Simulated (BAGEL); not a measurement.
# AlH2OF3 (SMILES [OH2+][Al-]([F])([F])[F]) at B3LYP/cc-pVDZ (density fitting with qzvpp-jkfit)

Aim: the energy change on altering one bond length of AlH2OF3 at B3LYP/cc-pVDZ (density fitting with qzvpp-jkfit), from 2 runs. 

The results are computed with BAGEL 1.2.2.

1 further run of the same task is left out (set aside as unsound or not needed).

## Step 1: The molecule

The species is AlH2OF3 (7 atoms), meant as a singlet with charge 0. SMILES: `[OH2+][Al-]([F])([F])[F]`. The shape is that of a PBE0-D4/def2-TZVP optimisation.

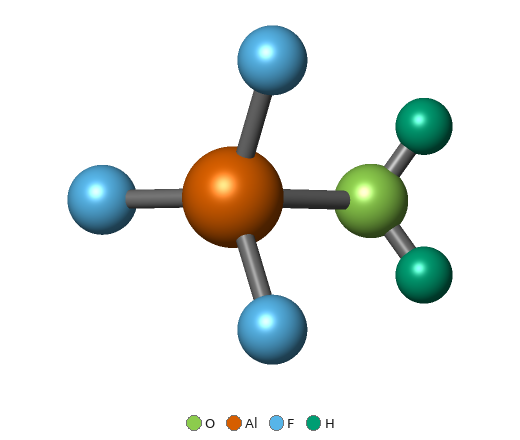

Viewed from a chosen angle; oxygen green, aluminium orange, fluorine blue, hydrogen teal.

## Step 2: A single-point energy at B3LYP/cc-pVDZ (density fitting with qzvpp-jkfit)

The input, job.json:

```json
{ "bagel": [

{
  "title": "molecule",
  "basis": "cc-pvdz.json",
  "df_basis": "qzvpp-jkfit",
  "angstrom": true,
  "geometry": [
    { "atom": "O", "xyz": [      -0.871000,       0.586100,       0.358000 ] },
    { "atom": "Al", "xyz": [       0.496000,      -0.551000,      -0.409900 ] },
    { "atom": "F", "xyz": [       0.962500,      -1.255200,       1.013300 ] },
    { "atom": "F", "xyz": [      -0.290400,      -1.501300,      -1.496900 ] },
    { "atom": "F", "xyz": [       1.430100,       0.675100,      -1.012400 ] },
    { "atom": "H", "xyz": [      -0.962400,       0.456200,       1.310000 ] },
    { "atom": "H", "xyz": [      -0.703600,       1.522000,       0.192000 ] }
  ]
},

{ "title": "ks", "xc_func": "b3lyp" },

{ "title": "print", "file": "orbitals.molden", "orbitals": true }

]}
```

The basis set cc-pVDZ is read from a file made from the Basis Set Exchange's data (not shown).

Started as:

```
$ BAGEL_NUM_THREADS=1 BAGEL job.json > job.out
```

Standard output:

```text
* using 1 threads per process

  ===============================================================
  ===============================================================

  *** Geometry ***

  { "atom" : "O", "xyz" : [     -1.645951,      1.107568,      0.676522 ] },
  { "atom" : "Al", "xyz" : [      0.937304,     -1.041239,     -0.774599 ] },
  { "atom" : "F", "xyz" : [      1.818861,     -2.371984,      1.914859 ] },
  { "atom" : "F", "xyz" : [     -0.548776,     -2.837046,     -2.828731 ] },
  { "atom" : "F", "xyz" : [      2.702497,      1.275754,     -1.913159 ] },
  { "atom" : "H", "xyz" : [     -1.818672,      0.862093,      2.475541 ] },
  { "atom" : "H", "xyz" : [     -1.329611,      2.876163,      0.362827 ] },

  Number of auxiliary basis functions:      472

  Since a DF basis is specified, we compute 2- and 3-index integrals:
    o Being stored without compression. Storage requirement is 0.027 GB

  Number of basis functions:       84
  Number of electrons      :       50

    * METHOD: MOLECULE                             0.20

  *** Kohn-Sham DFT ***

    * Removing 12443 points whose weight is below 1.00e-10
    * Grid points: 91899

  === Nuclear Repulsion ===
   252.1743208248

       - DIIS with orbital gradients will be used.

  === KS iteration (b3lyp / cc-pvdz.json) ===
      0       -591.98759467          0.11759007           0.32
      1       -571.79868293          0.15437006           0.31
      2       -578.16173035          0.11065170           0.30
      3       -592.62886113          0.15741589           0.30
      4       -610.80880741          0.10374169           0.30
      5       -617.35648848          0.04427222           0.30
      6       -618.34664950          0.02181290           0.31
      7       -618.40979164          0.01977557           0.30
      8       -618.63776810          0.00590742           0.30
      9       -618.65365678          0.00384002           0.31
     10       -618.66508969          0.00031058           0.31
     11       -618.66514855          0.00006630           0.32
     12       -618.66515102          0.00001289           0.31
     13       -618.66515107          0.00000806           0.31
     14       -618.66515112          0.00000139           0.31
     15       -618.66515112          0.00000095           0.30
     16       -618.66515112          0.00000012           0.31
     17       -618.66515112          0.00000005           0.30
     18       -618.66515112          0.00000001           0.30
     19       -618.66515112          0.00000001           0.31
    * SCF iteration converged.

    * Permanent dipole moment:
           (    1.103291,    -1.448164,    -1.125385) a.u.

    * METHOD: KS                                   6.59

    * METHOD: PRINT                                0.01

  ===============================================================
```

It took 7.2 s on 1 thread of Arm Neoverse V2, shared host; peak memory 0.39 GiB.

## Step 3: The distorted shape at the same level

The input, input.json:

```json
{ "bagel" : [

{
  "title" : "molecule",
  "basis" : "cc-pvdz.json",
  "df_basis" : "qzvpp-jkfit",
  "angstrom" : "true",
  "geometry" : [
    { "atom" : "O", "xyz" : [      -0.896109,       0.445721,       0.382899 ] },
    { "atom" : "Al", "xyz" : [       0.470891,      -0.691379,      -0.385001 ] },
    { "atom" : "F", "xyz" : [       0.937391,      -1.395579,       1.038199 ] },
    { "atom" : "F", "xyz" : [      -0.315509,      -1.641679,      -1.472001 ] },
    { "atom" : "F", "xyz" : [       1.404991,       0.534721,      -0.987501 ] },
    { "atom" : "H", "xyz" : [      -0.987509,       0.315821,       1.334899 ] },
    { "atom" : "H", "xyz" : [      -0.703600,       1.522000,       0.192000 ] }
  ]
},

{ "title" : "ks", "xc_func" : "b3lyp" },

{ "title" : "print", "file" : "orbitals.molden", "orbitals" : "true" }

]}
```

The basis set cc-pVDZ is read from a file made from the Basis Set Exchange's data (not shown).

Started as:

```
$ BAGEL_NUM_THREADS=1 BAGEL input.json > input.out
```

Standard output:

```text
* using 1 threads per process

  ===============================================================
  ===============================================================

  *** Geometry ***

  { "atom" : "O", "xyz" : [     -1.693401,      0.842291,      0.723574 ] },
  { "atom" : "Al", "xyz" : [      0.889855,     -1.306517,     -0.727546 ] },
  { "atom" : "F", "xyz" : [      1.771412,     -2.637262,      1.961912 ] },
  { "atom" : "F", "xyz" : [     -0.596226,     -3.102324,     -2.781679 ] },
  { "atom" : "F", "xyz" : [      2.655048,      1.010476,     -1.866106 ] },
  { "atom" : "H", "xyz" : [     -1.866122,      0.596815,      2.522594 ] },
  { "atom" : "H", "xyz" : [     -1.329611,      2.876163,      0.362827 ] },

  Number of auxiliary basis functions:      472

  Since a DF basis is specified, we compute 2- and 3-index integrals:
    o Being stored without compression. Storage requirement is 0.027 GB

  Number of basis functions:       84
  Number of electrons      :       50

    * METHOD: MOLECULE                             0.18

  *** Kohn-Sham DFT ***

    * Removing 12237 points whose weight is below 1.00e-10
    * Grid points: 92105

  === Nuclear Repulsion ===
   251.3685763671

       - DIIS with orbital gradients will be used.

  === KS iteration (b3lyp / cc-pvdz.json) ===
      0       -592.08218712          0.11683598           0.32
      1       -571.88166334          0.15266110           0.30
      2       -578.63149446          0.11096836           0.31
      3       -595.43989556          0.14268838           0.31
      4       -612.19345899          0.08982725           0.30
      5       -617.70712221          0.03684953           0.31
      6       -617.99012901          0.03458005           0.30
      7       -618.35972049          0.02128600           0.31
      8       -618.55920474          0.01017095           0.30
      9       -618.63214001          0.00513943           0.30
     10       -618.65145734          0.00114274           0.30
     11       -618.65227527          0.00051048           0.30
     12       -618.65246692          0.00010258           0.30
     13       -618.65247295          0.00004313           0.30
     14       -618.65247443          0.00001010           0.30
     15       -618.65247449          0.00000369           0.30
     16       -618.65247450          0.00000028           0.31
     17       -618.65247450          0.00000011           0.30
     18       -618.65247450          0.00000006           0.30
     19       -618.65247450          0.00000002           0.30
     20       -618.65247450          0.00000001           0.30
    * SCF iteration converged.

    * Permanent dipole moment:
           (    1.090003,    -1.548385,    -1.103087) a.u.

    * METHOD: KS                                   6.79

    * METHOD: PRINT                                0.01

  ===============================================================
```

Wall time 7.2 s (1 thread of Arm Neoverse V2, shared host); peak memory 0.39 GiB.

## Step 4: Summary of results

At B3LYP/cc-pVDZ (density fitting with qzvpp-jkfit):

| quantity | value |
| --- | --- |
| first shape: total energy | -618.66515 Eh |
| first shape: dipole moment | 5.44 D |
| first shape: HOMO energy | -9.98 eV |
| first shape: LUMO energy | -0.86 eV |
| first shape: HOMO–LUMO gap | 9.13 eV |
| distorted shape: total energy | -618.65247 Eh |
| distorted shape: dipole moment | 5.57 D |
| distorted shape: HOMO energy | -9.95 eV |
| distorted shape: LUMO energy | -1.58 eV |
| distorted shape: HOMO–LUMO gap | 8.36 eV |
| energy change with the O1–H7 bond stretched from 0.965 to 1.110 Å | 0.345 eV |

What this shows: With the O1–H7 bond stretched from 0.965 to 1.110 Å the energy rises by 0.34 eV (33.3 kJ/mol). The first shape isn't relaxed at this level, so the change isn't measured from a minimum.
